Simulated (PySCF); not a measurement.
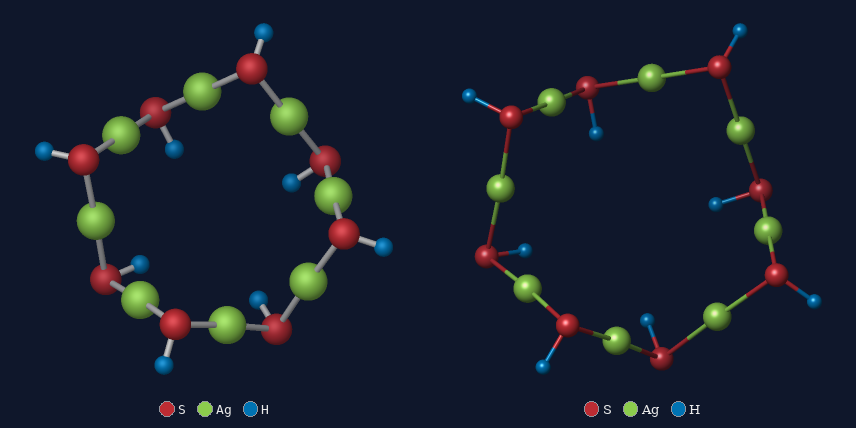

Two views of one molecule.

Charge 0, singlet. The geometry was computed by an optimisation with GFN2-xTB. No frequency run is at hand to confirm it as a minimum.

Describe the molecule.

Formula Ag8H8S8. Coordination: 8 S trigonal pyramidal; 8 Ag linear.

More results for the same structure follow; atom numbers are the same in all pictures, views and colours differ.

## Electronic properties

No frequency run is at hand to confirm it as a minimum. Method: PBE0/def2-SVP, gas phase, core potentials on Ag (PySCF 2.14.0). Excitations: vertical, Tamm–Dancoff approximation.

What is the dipole moment?

1.37 D.

Give the lowest vertical singlet excitation at this level.

4.40 eV.

What is the HOMO energy (Kohn–Sham orbital)?

−7.03 eV.

What is the HOMO–LUMO gap?

5.32 eV.

## Charges

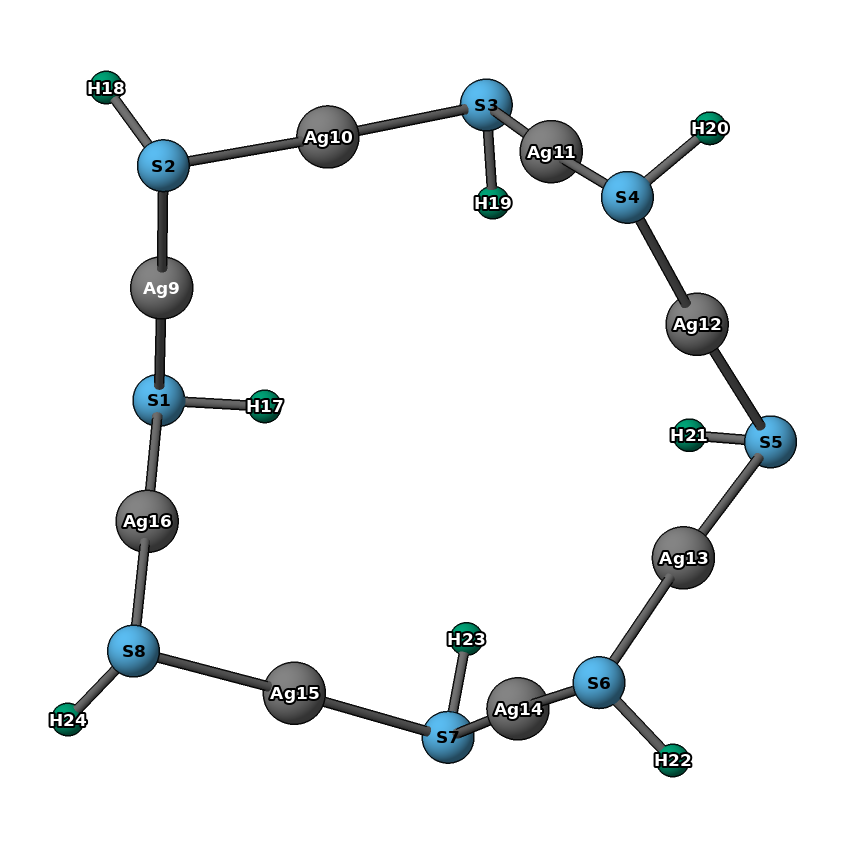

The questions are on Mulliken charges. No frequency run is at hand to confirm it as a minimum. Level of theory: PBE0/def2-SVP, gas phase, core potentials on Ag (PySCF 2.14.0).

Which atom carries the highest charge (most positive or least negative)?

H18, H20, H22, H24 (0.12 e).

And the lowest?

S1, S2, S3, S4, S5, S6, S7, S8 (−0.20 e).

List the Mulliken charges.

```json
{"atom": "S1", "value (e)": "−0.20"}
{"atom": "S2", "value (e)": "−0.20"}
{"atom": "S3", "value (e)": "−0.20"}
{"atom": "S4", "value (e)": "−0.20"}
{"atom": "S5", "value (e)": "−0.20"}
{"atom": "S6", "value (e)": "−0.20"}
{"atom": "S7", "value (e)": "−0.20"}
{"atom": "S8", "value (e)": "−0.20"}
{"atom": "Ag9", "value (e)": "0.09"}
{"atom": "Ag10", "value (e)": "0.08"}
{"atom": "Ag11", "value (e)": "0.09"}
{"atom": "Ag12", "value (e)": "0.09"}
{"atom": "Ag13", "value (e)": "0.09"}
{"atom": "Ag14", "value (e)": "0.09"}
{"atom": "Ag15", "value (e)": "0.08"}
{"atom": "Ag16", "value (e)": "0.09"}
{"atom": "H17", "value (e)": "0.11"}
{"atom": "H18", "value (e)": "0.12"}
{"atom": "H19", "value (e)": "0.11"}
{"atom": "H20", "value (e)": "0.12"}
{"atom": "H21", "value (e)": "0.11"}
{"atom": "H22", "value (e)": "0.12"}
{"atom": "H23", "value (e)": "0.11"}
{"atom": "H24", "value (e)": "0.12"}
```

## Bond orders

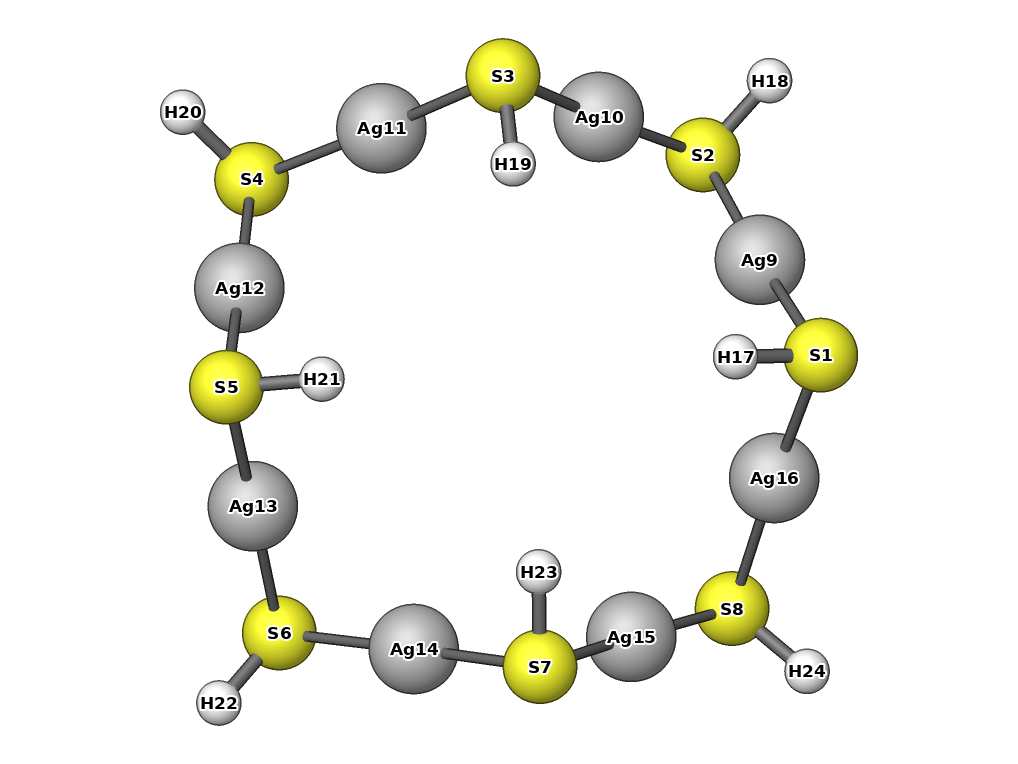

The thickness of each stick grows with its Mayer bond order. No frequency run is at hand to confirm it as a minimum. Level of theory: PBE0/def2-SVP, core potentials on Ag (PySCF 2.14.0).

List the Mayer bond orders of S1–Ag9, S1–H17, S5–Ag12, S5–H21, S4–Ag12, S4–Ag11, S4–H20, S3–Ag11, S3–Ag10, S3–H19, S2–Ag10, S2–Ag9, S2–H18 (one bond of each equivalent set). Atoms whose distances differ by more than 0.02 Å in this geometry are listed apart.

```
   bond  Mayer order  length (Å)
 S1–Ag9         0.67       2.435
 S1–H17         0.94       1.326
S5–Ag12         0.66       2.436
 S5–H21         0.94       1.325
S4–Ag12         0.63       2.433
S4–Ag11         0.62       2.435
 S4–H20         0.94       1.328
S3–Ag11         0.66       2.435
S3–Ag10         0.67       2.436
 S3–H19         0.94       1.326
S2–Ag10         0.63       2.432
 S2–Ag9         0.62       2.435
 S2–H18         0.94       1.329
```

Mulliken values depend strongly on the basis set and can even reverse the polarity of a bond. The geometry is semi-empirical. Around Ag such bond lengths and angles can be off by a tenth of an ångström or more and by several degrees, and values that hang on the shape move with them.
